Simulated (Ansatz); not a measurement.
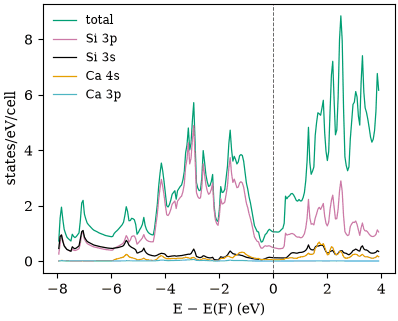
Total and projected density of states of CaSi₂ in space group R-3m (No. 166; Ca on 6c, Si on 6c, Si on 6c), LDA (plane waves, PAW; program Ansatz)

Question: Which orbitals carry the states next to the Fermi level?

Answer: Within 0.5 eV of the Fermi level: Si 3p 47 %, Si 3s 9 %, Ca 4s 5 %, outside the projected shells 38 %. Projections are on Löwdin-orthogonalised atomic valence shells; empty p or d shells of many metals are not among them.

Question: Where is the tallest occupied peak in this window, and what makes it?

Answer: Near -2.9 eV, about 5.7 states/eV per cell; the largest projected share is Si 3p.

The workflow started from a Materials Project entry (that database holds measured and hypothetical structures alike); the Crystallography Open Database copy checked does not list it. COD files the formula under space group No. 164, so this cell is another polymorph or a model. Its standing as an ambient phase is unchecked. The cell was relaxed with LDA under the symmetry of its start; of distortions, only those at the zone centre were tested.

Potentials: the later of the program's two PAW sets.
